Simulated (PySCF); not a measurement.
**C2H8GeO3S: density, localisation and related maps**

```yaml
atoms:
  - { symbol: C, position_ang: [-1.6854, 0.9600, 0.0207] }
  - { symbol: S, position_ang: [-0.9689, -0.6705, 0.3509] }
  - { symbol: O, position_ang: [-2.0241, -1.6386, 0.4401] }
  - { symbol: O, position_ang: [-0.0940, -0.5465, 1.4990] }
  - { symbol: C, position_ang: [0.1282, -1.0162, -1.0626] }
  - { symbol: O, position_ang: [1.1950, -0.1759, -0.9946] }
  - { symbol: Ge, position_ang: [2.0159, 0.4074, 0.5068] }
  - { symbol: H, position_ang: [-0.8932, 1.5955, -0.3563] }
  - { symbol: H, position_ang: [-2.4773, 0.8346, -0.7058] }
  - { symbol: H, position_ang: [-2.0757, 1.3482, 0.9531] }
  - { symbol: H, position_ang: [-0.4522, -0.8455, -1.9730] }
  - { symbol: H, position_ang: [0.3912, -2.0745, -0.9736] }
  - { symbol: H, position_ang: [2.4705, -0.6921, 1.4038] }
  - { symbol: H, position_ang: [1.2904, 1.5524, 1.1504] }
  - { symbol: H, position_ang: [3.1754, 0.9696, -0.2809] }
```

Geometry: GFN2-xTB.

Method: wB97X-D/def2-SVPD, SCF density, gas phase (PySCF 2.14.0).

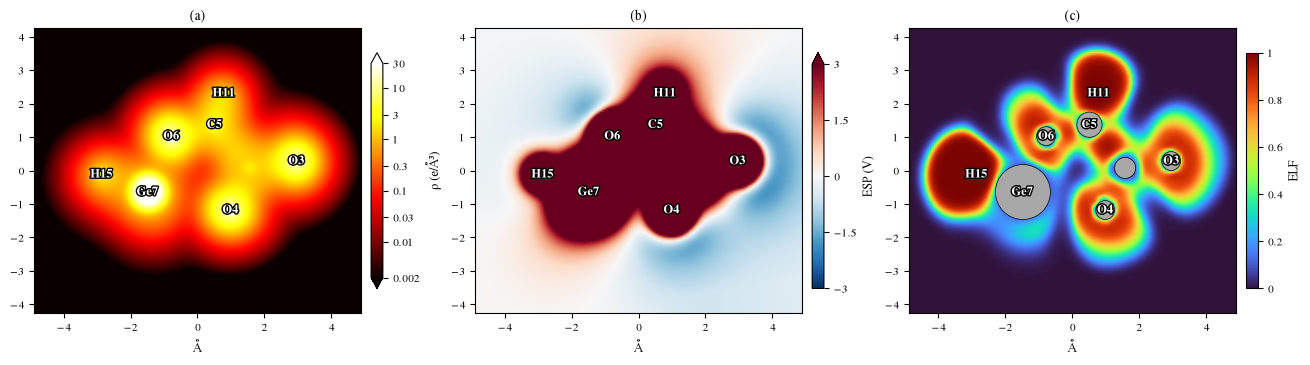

Figure 1. (a) electron density; (b) electrostatic potential; (c) ELF on the plane of atoms O6, Ge7 and H15. Grey discs cover the atomic cores in the ELF map.

Q: Read the bonding off the picture.

A: The plane passes through O, C, Ge and H nuclei.
C–O (1.36 Å): ρ at the midpoint is about 2.3 e/Å³, with its minimum of 2 e/Å³ about 0.5 Å from C; the ELF peaks at about 0.90 between the atoms; a polar covalent bond.
Ge–O (1.81 Å): ρ is about 0.86 e/Å³ halfway; the ELF peaks at about 0.85 in the valence shell of O, 0.6 Å from its nucleus, and is about 0.30 at the midpoint.
C–H (1.09 Å): the density is about 2 e/Å³ at the midpoint; the ELF climbs to about 1 towards the hydrogen, as it does in any bond to H: a covalent bond by its length.
Ge–H (1.51 Å): the density is about 1.1 e/Å³ at the midpoint; the ELF climbs to about 1 towards the hydrogen.
The ELF also peaks beside O4, O3 and O6, away from the bonds: lone-pair regions.
Outside the dense part of the molecule the potential is most negative (−1.8 V) near O3.

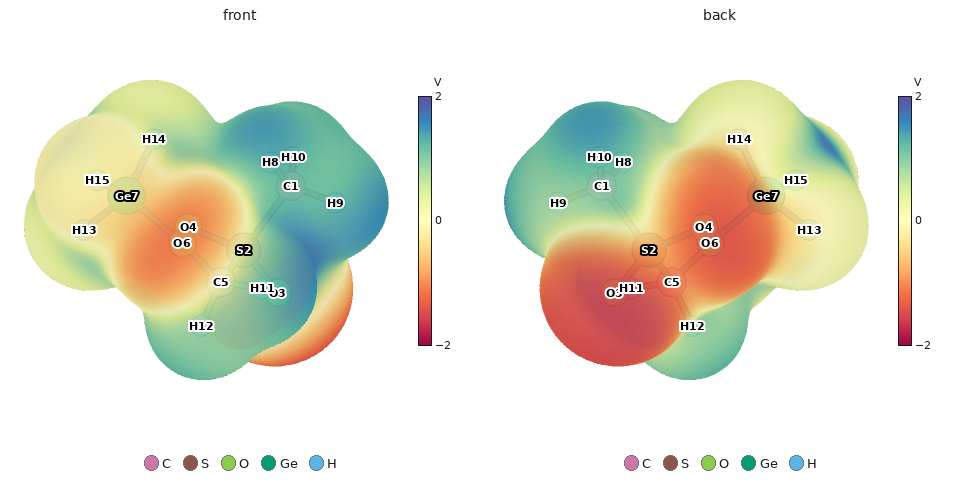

Figure 2. The molecular electrostatic potential painted on the density surface at 0.002 e/bohr³, seen from the front and from behind; red is negative and blue positive.

Q: Which sites attract a positive test charge, and which a negative one?

A: A positive charge is drawn to the negative regions and a negative charge to the positive ones. The most negative region (about −1.6 V) lies over O3, the most positive (about +1.6 V) over C1, S2, Ge7 and H11. O3 is the likeliest acceptor of a hydrogen bond.

Q: How polar is the molecule by this calculation?

A: Its dipole moment is 2.95 D.
